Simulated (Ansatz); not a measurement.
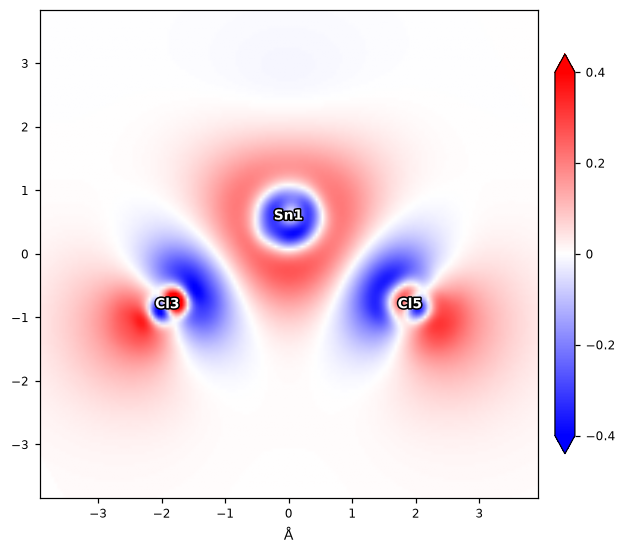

The picture shows: Cl3HSn. One frontier orbital on the plane of atoms Cl3, Sn1 and Cl5 (values in Å⁻³ᐟ²; the overall sign is arbitrary).

Core potentials replace the inner electrons of Sn.

Level of theory: RKS PBE-D4/def2-SVPD (Ansatz 0.2.0).

Input

```
crystal:
  periodic: [false, false, false]
  atoms:
    - { symbol: Sn, position_ang: [0.052228, 0.0, 0.249136] }
    - { symbol: H, position_ang: [0.468238, 0.0, 1.919214] }
    - { symbol: Cl, position_ang: [2.443974, 0.0, 0.215386] }
    - { symbol: Cl, position_ang: [-0.90157, 1.890151, -0.780768] }
    - { symbol: Cl, position_ang: [-0.90157, -1.890151, -0.780768] }
basis:
  gaussian: { orbitals: def2-SVPD }
hamiltonian:
  xc: pbe
  dispersion: d4
relax:
  f_tol: 0.03
  max_steps: 50
output:
  orbitals: {}
```

Command:

```sh
ansatz run input.yaml --threads 4 --pin off --max-ram 5120MiB --backend cpu --events-out ev --progress --plain --runs-dir out
```

The fields are those of the run's last geometry, not of the input's.

Q: Which orbital is it: HOMO or LUMO?

A: The LUMO, at −3.93 eV. It lies mainly on Sn1 (about 35 %), Cl3 (about 15 %), Cl4 (about 15 %), Cl5 (about 15 %) and H2 (about 15 %).
